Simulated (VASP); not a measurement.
Band structure of FeS2 (marcasite). These are PBE GGA with spin-orbit coupling, VASP's PBE PAW potentials (set 64) (plane waves; VASP 6.6.1) values and carry that method's errors.

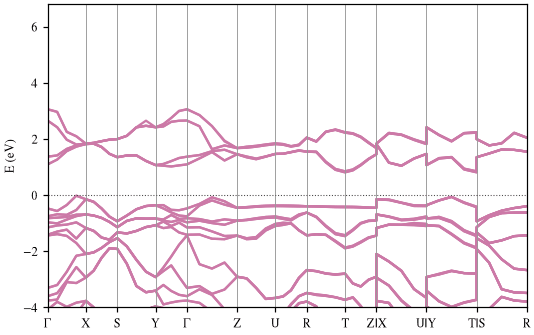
Bands along high-symmetry lines, zero at the valence-band maximum or, without a gap, the Fermi level

**Question.** Read the plot: is there a gap, and where are the band edges?

**Answer.** The gap is indirect, 0.82 eV, from the valence maximum at (0.00, 0.40, 0.00) to the conduction minimum at T.

The compound is FeS2 in the marcasite structure. It was relaxed first.
